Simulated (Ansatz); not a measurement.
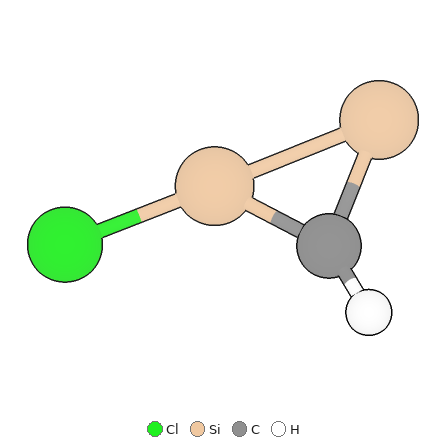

The picture shows a molecular structure as a ball-and-stick model.

The geometry was computed by an optimisation with PBE0-D4/def2-TZVP. No frequency run is at hand to confirm it as a minimum.

Which formula does it have?

Answer. CHClSi2, 5 atoms: 1 carbon, 1 hydrogen, 1 chlorine and 2 silicon.

How many atoms are distinct by symmetry?

Answer. 5: 1 Cl, 1 Si, 1 Si, 1 C, 1 H.

How many bonds of each kind are drawn?

Answer. 2 C–Si, 1 Cl–Si, 1 Si–Si, 1 C–H. Sticks follow a distance rule.

What is the point group of this geometry?

Answer. Cs.

The parts below concern this one geometry. Atoms keep their numbers from picture to picture.

## Geometry

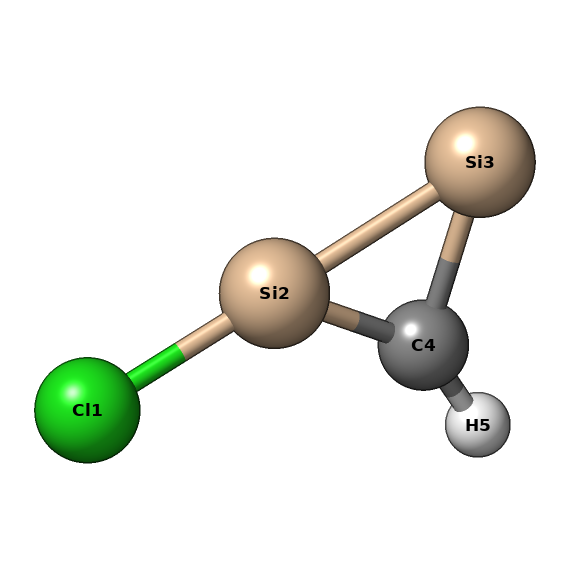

Numbered structure. No frequency run is at hand to confirm it as a minimum.

Describe the coordination of atom 2.

Answer. Si2 has 3 neighbours (Cl1 at 2.04, Si3 at 2.25, C4 at 1.72 Å); the arrangement is T-shaped.

What is the dihedral angle Cl1–Si2–C4–Si3?

Answer. 180° in size, that is anti.

## Electronic properties

No frequency run is at hand to confirm it as a minimum. Properties computed with RKS PBE0-D4/def2-TZVPP (Ansatz 0.2.0).

Predict the main results.

- HOMO energy (Kohn–Sham orbital): −6.47 eV
- LUMO energy (Kohn–Sham orbital): −2.10 eV
- HOMO–LUMO gap: 4.37 eV

## Charges

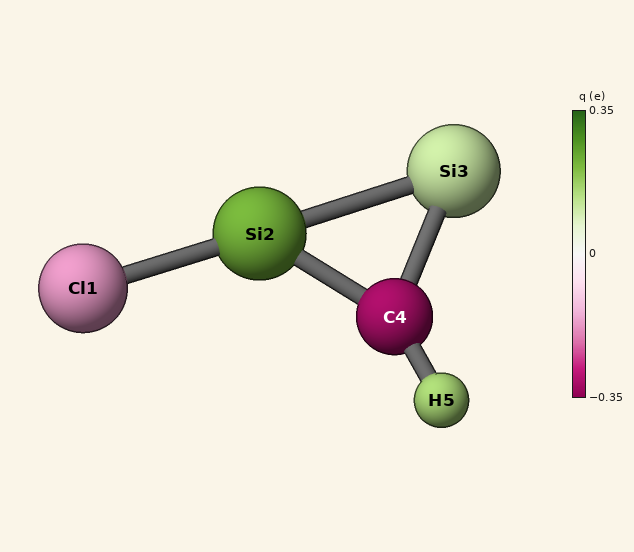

Atoms are coloured by their Mulliken charges. No frequency run is at hand to confirm it as a minimum. Level of theory: RKS PBE0-D4/def2-TZVP (Ansatz 0.2.0).

Which atom carries the highest charge (most positive or least negative)?

Answer. Si2 (0.22 e).

And the lowest?

Answer. C4 (−0.31 e).

Give the Mulliken charges atom by atom.

| atom | value (e) |
| --- | --- |
| Cl1 | −0.17 |
| Si2 | 0.22 |
| Si3 | 0.11 |
| C4 | −0.31 |
| H5 | 0.15 |

## Dipole moment

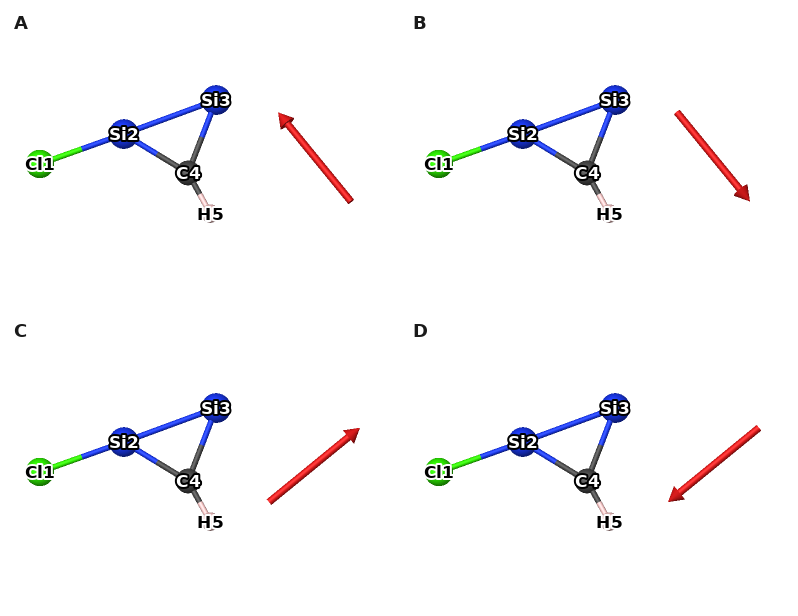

The same molecule four times, each with an arrow. No frequency run is at hand to confirm it as a minimum. Properties computed with RKS PBE0-D4/def2-TZVP (Ansatz 0.2.0).

Which arrow points along the dipole moment, from the negative to the positive end?

Answer. B. The dipole moment is 0.54 D; it points from the side of Cl1 to the side of H5 (the outermost atoms at the two ends).

Mulliken values depend strongly on the basis set and can even reverse the polarity of a bond.
